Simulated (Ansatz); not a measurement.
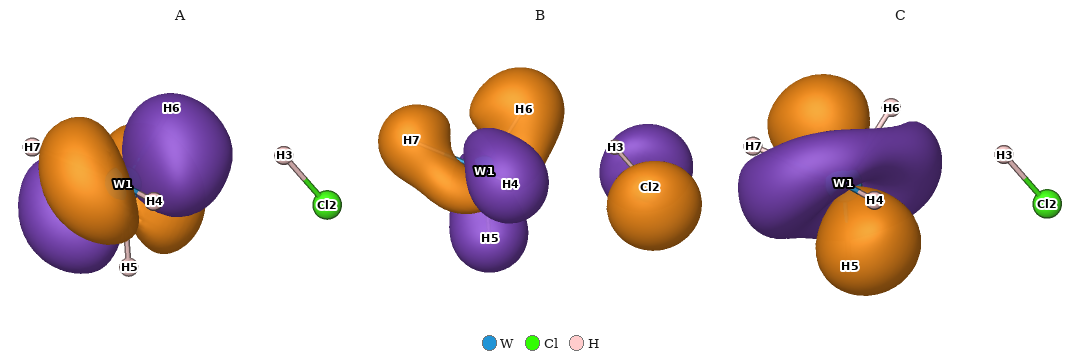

H4W···HCl. Three frontier orbitals at ±0.1 Å⁻³ᐟ² (orange and purple are the two phases), in no order.

Core potentials replace the inner electrons of W; not at a stationary point (largest force 1.1 eV/Å).

Theory: Ansatz, RKS B3LYP/def2-SVP.

```xyz
7

W    -0.3565    0.0405   -0.5530
Cl    1.1582   -0.1502    2.6887
H     1.7242    0.0547    1.4940
H     0.4803    1.4995   -0.2651
H    -1.7711    0.0117    0.4012
H     0.6848   -1.2908   -0.3297
H    -0.6986   -0.1654   -2.2148
```

> Which picture is the HOMO−1, the HOMO and the LUMO?

B is the HOMO−1 (−8.78 eV). By Hirshfeld shares it lies mainly on Cl2 (about 35 %), W1 (about 30 %), H6 (about 10 %), H4 (about 10 %), H5 (about 10 %) and H7 (about 5 %). A is the HOMO (−5.33 eV). By Hirshfeld shares it lies mainly on W1 (about 85 %). C is the LUMO (−3.91 eV). By Hirshfeld shares it lies mainly on W1 (about 85 %).

> What is the HOMO–LUMO gap?

1.42 eV between the orbital energies.
